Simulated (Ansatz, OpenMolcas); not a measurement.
# How methods differ on SiAsNH6 (SMILES N[AsH][SiH3])

The species is SiAsNH6 (9 atoms), meant as a singlet with charge 0. As SMILES, `N[AsH][SiH3]`. The coordinates come from a PBE0-D4/def2-TZVP relaxation. This is one conformer, not always the lowest.

Each level gives the vertical ionisation energy (to the doublet cation) (eV). The values are calculated.

| level | kind | program | value (eV) | less CCSD(T)/def2-SVP |
| --- | --- | --- | --- | --- |
| HF/def2-SVP | Hartree–Fock | Ansatz | 8.45 | -0.60 |
| B3LYP/def2-SVP | global hybrid | Ansatz | 9.08 | +0.03 |
| BHLYP/def2-SVP | global hybrid | Ansatz | 9.19 | +0.14 |
| PBE0/def2-SVP | global hybrid | OpenMolcas | 9.13 | +0.08 |
| B2PLYP/def2-SVP | double hybrid | Ansatz | 9.10 | +0.05 |
| PBE-QIDH/def2-SVP | double hybrid | Ansatz | 9.30 | +0.25 |
| MP2/def2-SVP | perturbation theory | Ansatz | 9.12 | +0.07 |
| CCSD(T)/def2-SVP | coupled cluster or CI | Ansatz | 9.05 | 0.00 |

Differences are taken from CCSD(T)/def2-SVP for orientation; it has basis-set and higher-order errors of its own. All-electron rows without a relativistic Hamiltonian named are non-relativistic. The values span 8.45 to 9.30 eV. In the correlated wave-function rows the outer d shell of As is correlated, in sets not made for it.

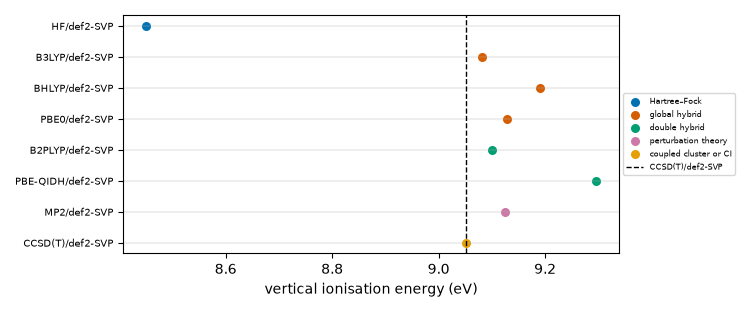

The values of the table, level by level.
